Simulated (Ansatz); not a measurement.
# B2PLYP-D4/DZP (Dunning-Hay) (damping of pbe) run of SiH3F (SMILES F[SiH3])

Aim: the vertical electron affinity of SiH3F at B2PLYP-D4/DZP (Dunning-Hay) (damping of pbe), from 2 runs. 

Program for the calculation: Ansatz 0.2.0.

4 further runs of the same task are left out: 2 for a known fault of the program, 2 set aside as unsound or not needed.

## Step 1: The molecule

SiH3F: 5 atoms, total charge 0, spin state singlet. SMILES: `F[SiH3]`. Geometry: relaxed at PBE0-D4/def2-TZVP.

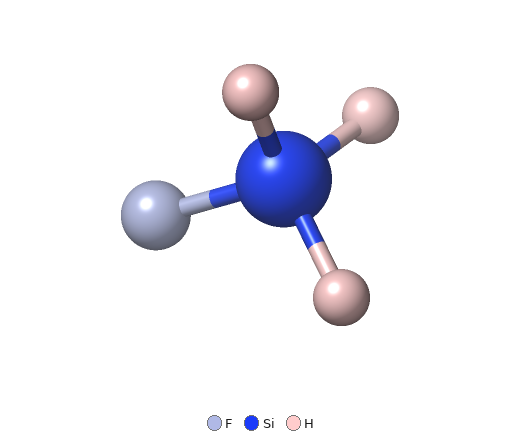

The structure, seen from a chosen angle (fluorine light blue, silicon blue, hydrogen pink).

## Step 2: A single-point energy at B2PLYP-D4/DZP (Dunning-Hay) (damping of pbe)

File run.yaml:

```yaml
crystal:
  periodic: [false, false, false]
  atoms:
    - {symbol: F, position_ang: [-1.274600, 0.162800, 0.858000]}
    - {symbol: Si, position_ang: [0.043300, -0.019300, -0.030700]}
    - {symbol: H, position_ang: [-0.367800, -0.192600, -1.443700]}
    - {symbol: H, position_ang: [0.768600, -1.217900, 0.451600]}
    - {symbol: H, position_ang: [0.880500, 1.193400, 0.123400]}
basis:
  gaussian: {orbitals: DZP__Dunning-Hay_.json}
accuracy: high
hamiltonian: {xc: {name: B2PLYP}, dispersion: {method: d4, functional: pbe}, pseudopotentials: {relativity: none}}
correlation: {frozen_orbitals: {F: 1, H: 0, Si: 5}}
output: {orbitals: {seedname: orbitals}}
```

The basis set DZP (Dunning-Hay) is read from a file made from the Basis Set Exchange's data (not shown).

Launch:

```
$ ansatz run run.yaml --threads 1 --pin off --max-ram 2610MiB --events-out events.jsonl --progress --plain --runs-dir runs
```

What it wrote:

```text
Warning: RAYON_NUM_THREADS=1 ignored (pool sized by the plan → 1); use --threads N
Functional definition: B2PLYP
  name "B2PLYP"
  parameter a = 0.53
  parameter c = 0.27
  exchange = (1 - a)*b88_x + a*exact_x
  correlation = (1 - c)*lyp_c + c*(mp2_os + mp2_ss)
1049 factors; integrals over basis functions are off by at most 4.3e-9 eV
mean field evaluation 1: about -10635.8006 eV, gradient 2.6e1 eV
mean field evaluation 2: about -10635.8044 eV, gradient 2.6e1 eV
mean field evaluation 4: about -10636.9470 eV, gradient 6.0e-1 eV
mean field evaluation 8: about -10636.9483 eV, gradient 3.5e-3 eV
mean field evaluation 16: about -10636.9483 eV, gradient 1.0e-7 eV
mean field -10636.94830084 eV, -390.9006400732 hartree, gradient 1.2e-8 eV, S^2 0.000000; 0 other end points of the search recorded, 0 dependent functions left out
6 core orbitals not correlated: weight in the atoms' cores, before any rotation towards them, 1.000 or more for the frozen orbitals, at most 0.000 for the correlated occupied ones
reference -10636.94831988 eV, -390.9006407731 hartree; 7, 7 occupied and 40, 40 virtual orbitals, 1049 factors
second order -8.85973789 eV of doubles, -0.00000000 eV of singles
Total energy: -10639.38739166 eV, -390.9902750078 hartree
```

Run time: 1.1 s. Hardware: 1 thread of AMD EPYC 9B45 (Zen 5), shared host.

## Step 3: The doublet anion at the same level

Edit run.yaml of step 2 so:

```diff
@@ -10,5 +10,7 @@
   gaussian: {orbitals: DZP__Dunning-Hay_.json}
-accuracy: high
+total_charge: -1
+magnetization: {spin_polarized: true, initial_magnetization: 1}
 hamiltonian: {xc: {name: B2PLYP}, dispersion: {method: d4, functional: pbe}, pseudopotentials: {relativity: none}}
 correlation: {frozen_orbitals: {F: 1, H: 0, Si: 5}}
+accuracy: high
 output: {orbitals: {seedname: orbitals}}
```

The basis set DZP (Dunning-Hay) is read from a file made from the Basis Set Exchange's data (not shown).

Launch:

```
$ ansatz run run.yaml --threads 1 --pin off --max-ram 2610MiB --events-out events.jsonl --progress --plain --runs-dir runs
```

What it wrote, cut to the lines that bear on the results:

```text
Warning: RAYON_NUM_THREADS=1 ignored (pool sized by the plan → 1); use --threads N
[... 2 set-up lines as earlier in the session ...]
[...]
1049 factors; integrals over basis functions are off by at most 4.3e-9 eV
[...]
mean field -10633.97300548 eV, -390.7912999858 hartree, gradient 6.3e-8 eV, S^2 0.752949; 0 other end points of the search recorded, 0 dependent functions left out
6 core orbitals not correlated: weight in the atoms' cores, before any rotation towards them, 1.000 or more for the frozen orbitals, at most 0.000 for the correlated occupied ones
reference -10633.97302657 eV, -390.7913007606 hartree; 8, 7 occupied and 39, 40 virtual orbitals, 1049 factors
second order -9.25775803 eV of doubles, -0.00000000 eV of singles
Total energy: -10636.55030112 eV, -390.8860138533 hartree
```

Run time: 1.9 s. Hardware: 1 thread of AMD EPYC 9B45 (Zen 5), shared host.

## Step 4: Results

Level: B2PLYP-D4/DZP (Dunning-Hay) (damping of pbe), 6 core orbitals frozen.

| quantity | value |
| --- | --- |
| singlet SiH3F: total energy | -390.99028 Eh |
| singlet SiH3F: HOMO energy (SCF part's orbitals) | -11.11 eV |
| singlet SiH3F: LUMO energy (SCF part's orbitals) | 1.73 eV |
| singlet SiH3F: HOMO–LUMO gap (SCF part's orbitals) | 12.84 eV |
| singlet SiH3F: dispersion energy | -4.53 kJ/mol |
| doublet anion: total energy | -390.88601 Eh |
| doublet anion: HOMO energy (SCF part's orbitals) (highest over α and β) | 4.25 eV |
| doublet anion: LUMO energy (SCF part's orbitals) (lowest over α and β) | 8.75 eV |
| doublet anion: dispersion energy | -7.49 kJ/mol |
| doublet anion: ⟨S²⟩ | 0.753 |
| vertical electron affinity (to the doublet anion) | -2.837 eV |

What this shows: The anion lies 2.84 eV (274 kJ/mol) above the neutral: the electron isn't bound at this level, and such a value depends on the basis. Without diffuse functions anions come out too high. The HOMO (doublet anion) lies at positive energy, 4.25 eV; only total energies tell whether the electron is bound.
